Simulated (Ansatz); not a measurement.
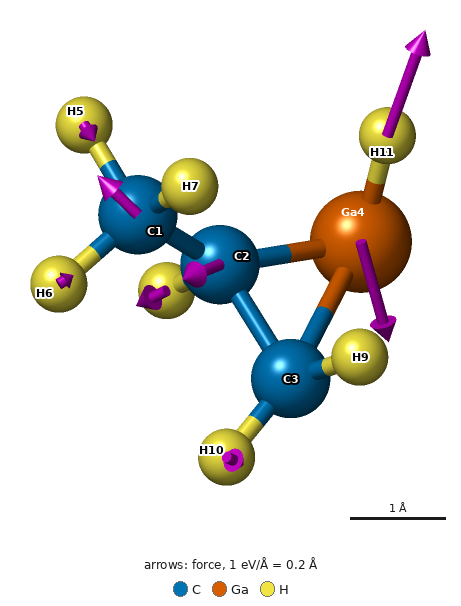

Starting geometry of C$_{3}$H$_{7}$Ga (coarse preliminary run) with the computed forces as purple arrows. A ball-and-stick model, seen at a tilt.

The start comes from a force field.

All numbers below come from Ansatz 0.2.0, RKS PBE-D4/def2-SVP. (force threshold 0.03 eV/Å; at most 200 steps)

Is this structure relaxed? If not, where do the atoms go?

It isn't relaxed: the largest force vector, on an H atom, is 6.21 eV/Å. The final displacements have little in common with the starting forces (cosine between the two patterns 0.04). The atom that moves furthest after the best rigid fit is an H atom (1.22 Å). By element the largest moves are H 1.22 Å, Ga 0.57 Å, C 0.29 Å. Among the contacts that change: C–Ga 2.235 → 1.968 Å, Ga–H 1.322 → 1.552 Å, C–Ga 1.840 → 1.970 Å, C–C 1.491 → 1.567 Å. Among the angles between lasting bonds that change: C–Ga–H 89.8° → 161.3°, C–Ga–H 105.9° → 151.8°, Ga–C–H 154.4° → 124.8°. After 18 accepted moves (19 points after the start) the energy has fallen by 82.4 kcal/mol. Largest force component: 6.1 eV/Å at the start, 0.014 eV/Å at the end. The line search rejected the trial step at point 11 of the run. Cost: 22 s on 4 threads of Arm Neoverse V2, on a shared host.
